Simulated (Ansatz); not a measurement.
## Fields on a plane of Hf (hcp, Mg type)

```
Hf
1.0
    3.20423     0.00000     0.00000
   -1.60212     2.77495     0.00000
    0.00000     0.00000     5.06913
Hf
2
Direct
  0.33333   0.66667   0.75000
  0.66667   0.33333   0.25000
```

The slice is a (-1 1 0 2) plane (indices of the conventional cell) through the point (0.333, 0.667, 0.750) (fractional), spanned by u = [110] and v = [1 -1 1] in vectors of this cell: u (3.20 Å) and v (7.52 Å, at 90° to u). It covers one period; positions are fractions (u, v).

Atoms on it: Hf at (0.00, 0.00). Other atoms lie within 1 Å of the plane.

Computed with PBE (plane waves to 420 eV, PAW, scalar-relativistic; Ansatz, an electronic-structure program). k mesh 17×17×9. These are valence fields of a PAW run, semicore shells included where kept as valence: close to a nucleus they are smooth pseudo fields. Hf is run without spin polarisation. Hf was relaxed with its symmetry unable to fall. Spin-orbit coupling is left out, though Hf is heavy.

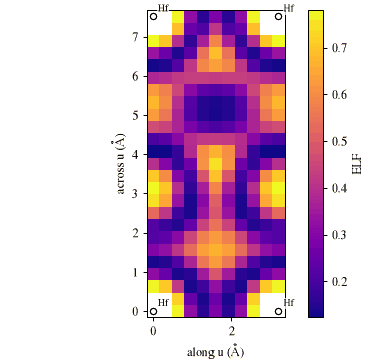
Fig. 1. Electron localisation function (ELF), one period of the plane, atoms marked. Points within 0.5 Å of a nucleus are left white, as the pseudised field means little there.

```
|xxxxxx0022552200xxxx|
|xxxxxx0055775500xxxx|
|xxxx00337788773300xx|
|00114466777777664411|
|77777766665566667777|
|99887755332233557788|
|99997744110011447799|
|99887744110011447788|
|88776655332233556677|
|44555566555555665555|
|00002255777777552200|
|xxxx00337788773300xx|
|xxxxxx0066886600xxxx|
|xxxxxx0055775500xxxx|
|xxxxxx0055775500xxxx|
|xxxx00116677661100xx|
|00000055778877550000|
|22335577889988775533|
|44556688999999886655|
|00114477889988774411|
|xxxx00337788773300xx|
|xxxxxx0044664400xxxx|
|xxxxxx0022552200xxxx|
|xxxxxxxx114411xxxxxx|
```
Scale: ten equal steps from 2.00 (start of '0') to 10.59 (end of '9'), in the order '0123456789'. Values: electrostatic potential energy of an electron, from the cell's mean, in eV. The map has 10 points along u (two characters each, u = 0 at the left) and 24 along v (v = 0 in the bottom row). Points within 1 Å of a nucleus are blanked (x), as the pseudised field means little there. Values under 2 eV are set to 2. The zero, the cell's mean, hangs on the PAW cores.
